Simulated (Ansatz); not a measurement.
## Run report: CH₃Si₂ (charge +1), geometry relaxation

- system: CH₃Si₂, charge +1
- method: RKS PBE-D4/def2-SVP (Ansatz 0.2.0)

Figures and captions count atoms from 1; the log counts them from 0 in places.

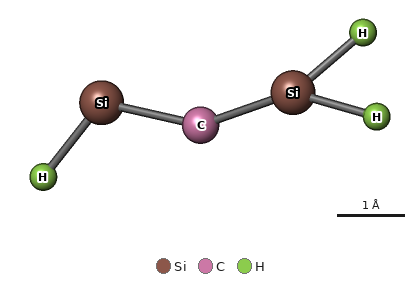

Fig. 1: The input geometry (ball-and-stick view, seen at a tilt). Bond lengths as drawn: C–Si 1.63 to 1.72 Å and H–Si 1.42 to 1.48 Å.

**Input file**
```yaml
crystal:
  periodic: [false, false, false]
  atoms:
    - {symbol: Si, position_ang: [-1.359540, -1.298731, -0.281996]}
    - {symbol: C, position_ang: [-0.077064, -0.291749, -0.347279]}
    - {symbol: Si, position_ang: [0.901861, 0.954402, 0.329218]}
    - {symbol: H, position_ang: [-2.153100, -2.366352, -0.920739]}
    - {symbol: H, position_ang: [2.079125, 1.432041, -0.414220]}
    - {symbol: H, position_ang: [-1.931750, -2.179113, 0.673986]}
basis:
  gaussian: {orbitals: def2-SVP}
total_charge: 1
hamiltonian: {xc: pbe, dispersion: d4}
relax: {f_tol: 0.03, max_steps: 250}
```

Machine: 2 threads of Arm Neoverse V2, 95 GiB of memory available, shared host.

Launched with:
```bash
ansatz run in.yaml --threads 2 --pin off --events-out ev --progress --plain --max-ram 4352MiB
```

**What the program printed**
```
Functional definition: PBE
  name "PBE"
  cite "Perdew, Burke & Ernzerhof, Phys. Rev. Lett. 77, 3865 (1996) doi:10.1103/PhysRevLett.77.3865"
  parent pbe
  parameter kappa = 0.804
  parameter beta = 0.06672455060314922
  exchange = pbe_x(kappa = kappa, mu = beta*pi^2/3)
  correlation = pbe_c(beta = beta)
724 factors; their error is unknown
mean field evaluation 1: about -16783.0839 eV, gradient 9.6e1 eV
mean field evaluation 2: about -16675.4670 eV, gradient 1.5e2 eV
mean field evaluation 4: about -16795.2682 eV, gradient 5.6e1 eV
mean field evaluation 8: about -16812.1142 eV, gradient 3.3e0 eV
mean field evaluation 16: about -16812.1053 eV, gradient 5.4e-4 eV
mean field -16812.10529853 eV, -617.8334740666 hartree, gradient 7.4e-5 eV, S^2 0.000000; 0 other end points of the search recorded, 0 dependent functions left out
the calculation of the forces begins
reference -16812.10533054 eV, -617.8334752432 hartree; 18, 18 occupied and 47, 47 virtual orbitals, 724 factors
relax step   1: F+E_penalty+E_count = -16812.22456603 eV  Δ(F+E_penalty+E_count) = +0.000e0 eV  max|allowed force component| = 3.220e0 eV/Å  Δτ_max = 0.0000 Å  (28 SCF iters, accepted)
these checks for a lower state are left out or cut short: starts, cluster_reference, orbital_swaps, neighbouring_geometries, increment
724 factors; their error is unknown
mean field -16813.21884913 eV, -617.8743962965 hartree, gradient 1.0e-5 eV, S^2 0.000000; 0 other end points of the search recorded, 0 dependent functions left out
the calculation of the forces begins
reference -16813.21888156 eV, -617.8743974884 hartree; 18, 18 occupied and 47, 47 virtual orbitals, 724 factors
relax step   2: F+E_penalty+E_count = -16813.33729455 eV  Δ(F+E_penalty+E_count) = -1.113e0 eV  max|allowed force component| = 2.574e0 eV/Å  Δτ_max = 0.1983 Å  (37 SCF iters, accepted)
these checks for a lower state are left out or cut short: starts, cluster_reference, orbital_swaps, neighbouring_geometries, increment
724 factors; their error is unknown
mean field evaluation 32: about -16813.8618 eV, gradient 1.1e-5 eV
mean field -16813.86180991 eV, -617.8980246695 hartree, gradient 1.1e-5 eV, S^2 0.000000; 0 other end points of the search recorded, 0 dependent functions left out
the calculation of the forces begins
reference -16813.86184249 eV, -617.8980258667 hartree; 18, 18 occupied and 47, 47 virtual orbitals, 724 factors
relax step   3: F+E_penalty+E_count = -16813.97965938 eV  Δ(F+E_penalty+E_count) = -6.424e-1 eV  max|allowed force component| = 8.852e-1 eV/Å  Δτ_max = 0.1950 Å  (29 SCF iters, accepted)
these checks for a lower state are left out or cut short: starts, cluster_reference, orbital_swaps, neighbouring_geometries, increment
724 factors; their error is unknown
mean field -16814.03726731 eV, -617.9044726100 hartree, gradient 9.2e-6 eV, S^2 0.000000; 0 other end points of the search recorded, 0 dependent functions left out
the calculation of the forces begins
reference -16814.03730032 eV, -617.9044738229 hartree; 18, 18 occupied and 47, 47 virtual orbitals, 724 factors
relax step   4: F+E_penalty+E_count = -16814.15558540 eV  Δ(F+E_penalty+E_count) = -1.759e-1 eV  max|allowed force component| = 5.003e-1 eV/Å  Δτ_max = 0.1925 Å  (28 SCF iters, accepted)
these checks for a lower state are left out or cut short: starts, cluster_reference, orbital_swaps, neighbouring_geometries, increment
724 factors; their error is unknown
mean field -16814.06033974 eV, -617.9053205060 hartree, gradient 2.2e-5 eV, S^2 0.000000; 0 other end points of the search recorded, 0 dependent functions left out
the calculation of the forces begins
reference -16814.06037263 eV, -617.9053217146 hartree; 18, 18 occupied and 47, 47 virtual orbitals, 724 factors
relax step   5: F+E_penalty+E_count = -16814.17868064 eV  Δ(F+E_penalty+E_count) = -2.310e-2 eV  max|allowed force component| = 2.704e-1 eV/Å  Δτ_max = 0.0270 Å  (28 SCF iters, accepted)
these checks for a lower state are left out or cut short: starts, cluster_reference, orbital_swaps, neighbouring_geometries, increment
724 factors; their error is unknown
mean field -16814.07687502 eV, -617.9059281665 hartree, gradient 1.1e-5 eV, S^2 0.000000; 0 other end points of the search recorded, 0 dependent functions left out
the calculation of the forces begins
reference -16814.07690804 eV, -617.9059293796 hartree; 18, 18 occupied and 47, 47 virtual orbitals, 724 factors
relax step   6: F+E_penalty+E_count = -16814.19488763 eV  Δ(F+E_penalty+E_count) = -1.621e-2 eV  max|allowed force component| = 2.534e-1 eV/Å  Δτ_max = 0.1065 Å  (28 SCF iters, accepted)
these checks for a lower state are left out or cut short: starts, cluster_reference, orbital_swaps, neighbouring_geometries, increment
724 factors; their error is unknown
mean field -16814.07748911 eV, -617.9059507338 hartree, gradient 2.4e-5 eV, S^2 0.000000; 0 other end points of the search recorded, 0 dependent functions left out
the calculation of the forces begins
reference -16814.07752212 eV, -617.9059519467 hartree; 18, 18 occupied and 47, 47 virtual orbitals, 724 factors
relax step   7: F+E_penalty+E_count = -16814.19557870 eV  Δ(F+E_penalty+E_count) = -6.911e-4 eV  max|allowed force component| = 8.428e-2 eV/Å  Δτ_max = 0.0832 Å  (27 SCF iters, accepted)
these checks for a lower state are left out or cut short: starts, cluster_reference, orbital_swaps, neighbouring_geometries, increment
724 factors; their error is unknown
mean field evaluation 64: about -16814.0809 eV, gradient 8.6e-2 eV
mean field -16814.08094557 eV, -617.9060777562 hartree, gradient 1.9e-5 eV, S^2 0.000000; 0 other end points of the search recorded, 0 dependent functions left out
the calculation of the forces begins
reference -16814.08097868 eV, -617.9060789731 hartree; 18, 18 occupied and 47, 47 virtual orbitals, 724 factors
relax step   8: F+E_penalty+E_count = -16814.19911167 eV  Δ(F+E_penalty+E_count) = -3.533e-3 eV  max|allowed force component| = 2.106e-2 eV/Å  Δτ_max = 0.0462 Å  (27 SCF iters, accepted)
```

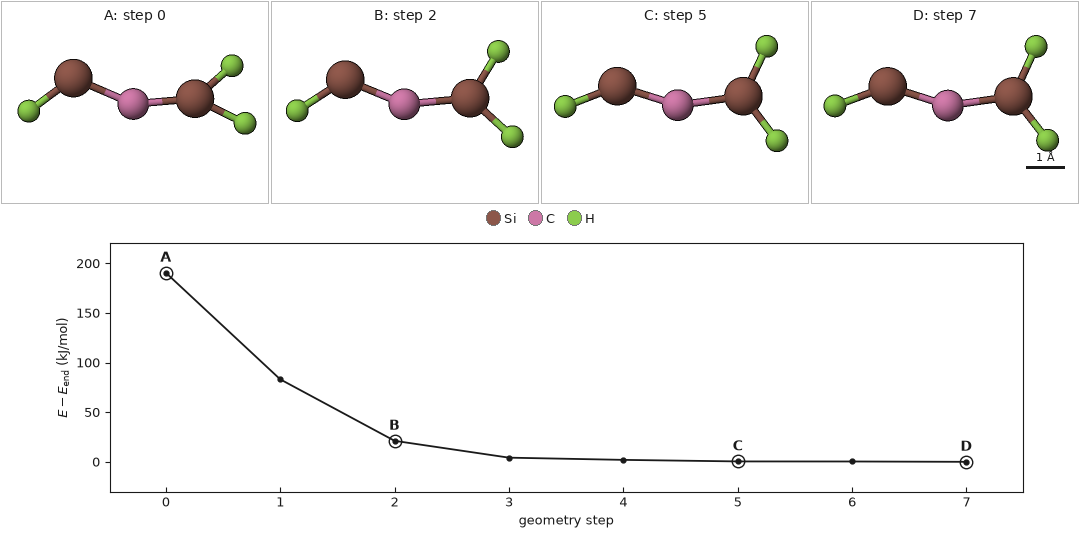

Fig. 2: Frames of the relaxation (ball-and-stick view, seen at a tilt) above the curves, on which the letters mark them (the first geometry is step 0 here and step 1 in the log).

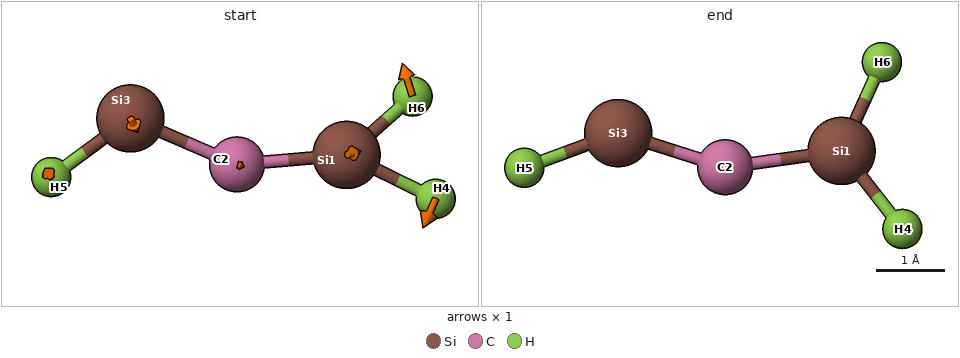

Fig. 3: Before (left) and after (right) the relaxation, at one scale (ball-and-stick view, seen at a tilt). The orange arrows give the displacements, at true length. The energy falls by 190.5 kJ/mol in 7 geometry steps. The largest force component goes from 3.2 to 0.021 eV/Å. The atom that moves furthest after the best rigid fit is H6 (0.53 Å). By element the largest moves are H 0.53 Å, Si 0.31 Å, C 0.13 Å. Among the contacts that change: Si1–C2 1.632 → 1.747 Å, Si1–H6 1.420 → 1.491 Å, C2–Si3 1.723 → 1.667 Å, Si3–H5 1.472 → 1.494 Å. Among the angles that change: H4–Si1–H6 68.0° → 119.1°, C2–Si1–H4 148.4° → 118.5°, C2–Si3–H5 119.4° → 140.9°. (Atoms are counted from 1 in the order of the input.)

```
724 factors; their error is unknown
mean field -16814.08094557 eV, -617.9060777562 hartree, gradient 1.9e-5 eV, S^2 0.000000; 1 other end points of the search recorded, 0 dependent functions left out
the calculation of the forces begins
reference -16814.08097868 eV, -617.9060789731 hartree; 18, 18 occupied and 47, 47 virtual orbitals, 724 factors
Total energy: -16814.19914478 eV, -617.9104214971 hartree
Atom 0 at    -1.428936    -1.561715    -0.178711 Å, force     0.002657    -0.006916     0.006468 eV/Å
Atom 1 at    -0.158402    -0.381731    -0.392126 Å, force     0.021056     0.013515    -0.020774 eV/Å
Atom 2 at     0.978841     0.701656     0.165865 Å, force    -0.016300    -0.008024    -0.002130 eV/Å
Atom 3 at    -2.024337    -2.194044    -1.390661 Å, force     0.001419     0.007807     0.001741 eV/Å
Atom 4 at     2.024650     1.645259    -0.333242 Å, force     0.007604     0.005448     0.001218 eV/Å
Atom 5 at    -1.932284    -1.958926     1.167846 Å, force    -0.016436    -0.011829     0.013478 eV/Å
Dipole moment:     0.110531     0.108779     0.173734 e Å
```

**Trajectory as extended XYZ (Å, eV, eV/Å), 8 frames, from step=1 to step=8**
```
6
Properties=species:S:1:pos:R:3:forces:R:3 step=1 energy=-16812.22457
Si   -1.3595   -1.2987   -0.2820   -2.5630  -2.7279  -0.2547
C    -0.0771   -0.2917   -0.3473    2.9877   3.2202   0.0606
Si    0.9019    0.9544    0.3292   -0.6316  -1.2372  -0.1192
H    -2.1531   -2.3664   -0.9207    0.0989   0.1709  -2.5451
H     2.0791    1.4320   -0.4142    0.4077   0.4960  -0.2934
H    -1.9318   -2.1791    0.6740   -0.2997   0.0781   3.1519
6
Properties=species:S:1:pos:R:3:forces:R:3 step=2 energy=-16813.33730
Si   -1.3530   -1.3842   -0.2664   -2.1000  -2.5735   0.2610
C    -0.0997   -0.2660   -0.3651    1.5315   1.8870   0.1042
Si    0.9145    0.9190    0.3353   -0.3179  -0.9071  -0.4123
H    -2.1484   -2.3474   -1.1089    0.5557   0.6325  -1.3153
H     2.0810    1.4608   -0.4223    0.1137   0.3388  -0.0079
H    -1.9349   -2.1316    0.8665    0.2170   0.6224   1.3702
6
Properties=species:S:1:pos:R:3:forces:R:3 step=3 energy=-16813.97966
Si   -1.3742   -1.4886   -0.2326   -0.8190  -0.8852   0.2322
C    -0.1504   -0.2484   -0.3798   -0.0787   0.0482   0.0326
Si    0.9246    0.8544    0.3111    0.1492  -0.2920  -0.3525
H    -2.1016   -2.2971   -1.2914    0.5727   0.5367  -0.2563
H     2.0808    1.4946   -0.4165   -0.1203   0.1463   0.1648
H    -1.9196   -2.0644    1.0482    0.2961   0.4460   0.1791
6
Properties=species:S:1:pos:R:3:forces:R:3 step=4 energy=-16814.15559
Si   -1.4339   -1.5310   -0.1893   -0.2239  -0.4025  -0.1269
C    -0.2061   -0.2942   -0.3851   -0.0004   0.0031   0.1332
Si    0.9473    0.7406    0.2763    0.1529   0.0332  -0.3645
H    -1.9942   -2.2219   -1.4323    0.2154   0.3191   0.5003
H     2.0358    1.5409   -0.4138   -0.1971  -0.0800   0.2142
H    -1.8894   -1.9838    1.1832    0.0532   0.1271  -0.3564
6
Properties=species:S:1:pos:R:3:forces:R:3 step=5 energy=-16814.17868
Si   -1.4199   -1.5533   -0.1831   -0.1781  -0.1123  -0.0706
C    -0.2003   -0.3119   -0.3852    0.0746   0.0081   0.1339
Si    0.9568    0.7274    0.2568    0.0356  -0.0223  -0.2704
H    -1.9932   -2.1989   -1.4202    0.1186   0.1211   0.2625
H     2.0241    1.5611   -0.4053   -0.0954  -0.0263   0.1370
H    -1.9079   -1.9739    1.1760    0.0447   0.0317  -0.1924
6
Properties=species:S:1:pos:R:3:forces:R:3 step=6 energy=-16814.19489
Si   -1.4343   -1.5576   -0.1736    0.0830   0.0181  -0.0004
C    -0.1656   -0.3700   -0.3845    0.1326   0.0596   0.0786
Si    1.0087    0.6813    0.1812   -0.2534  -0.0978  -0.0642
H    -2.0068   -2.1909   -1.3952   -0.0348   0.0200  -0.0039
H     2.0063    1.6537   -0.3557    0.0672   0.0001  -0.0078
H    -1.9488   -1.9658    1.1669    0.0055   0.0000  -0.0023
6
Properties=species:S:1:pos:R:3:forces:R:3 step=7 energy=-16814.19558
Si   -1.4248   -1.5665   -0.1736    0.0013   0.0571   0.0019
C    -0.1566   -0.3806   -0.3827   -0.0707  -0.0217  -0.0177
Si    0.9505    0.7380    0.1632    0.0843  -0.0634   0.0166
H    -2.0197   -2.1833   -1.3930    0.0194  -0.0282  -0.0037
H     2.0459    1.6202   -0.3422   -0.0300   0.0489   0.0002
H    -1.9357   -1.9774    1.1672   -0.0044   0.0073   0.0027
6
Properties=species:S:1:pos:R:3:forces:R:3 step=8 energy=-16814.19911
Si   -1.4289   -1.5617   -0.1787    0.0027  -0.0069   0.0065
C    -0.1584   -0.3817   -0.3921    0.0211   0.0135  -0.0208
Si    0.9788    0.7017    0.1659   -0.0163  -0.0080  -0.0021
H    -2.0243   -2.1940   -1.3907    0.0014   0.0078   0.0017
H     2.0246    1.6453   -0.3332    0.0076   0.0054   0.0012
H    -1.9323   -1.9589    1.1678   -0.0164  -0.0118   0.0135
```

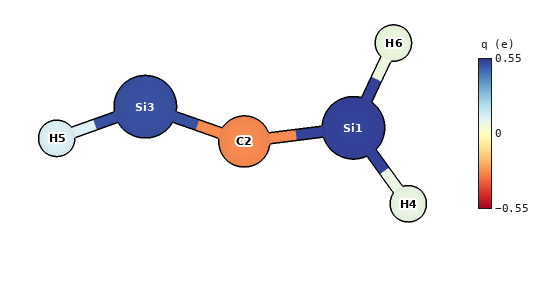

Fig. 4: Mulliken charges, as the colour of each atom (ball-and-stick view, seen on its broad side; atoms are numbered from 1 in the order of the input). By element: Si +0.50 to +0.53, C −0.28 and H +0.06 to +0.11 e.

**Summary**

| quantity | value |
| --- | --- |
| outcome | converged |
| total energy | −16814.1991 eV |
| mean-field energy | −16814.0810 eV |
| dispersion energy | −0.1182 eV |
| SCF solution under orbital rotations | stable |
| largest force (length of the vector) at the end | 0.033 eV/Å |
| wall time | 6 s (CPU time 11 s) |
| peak memory | 0.11 GiB |
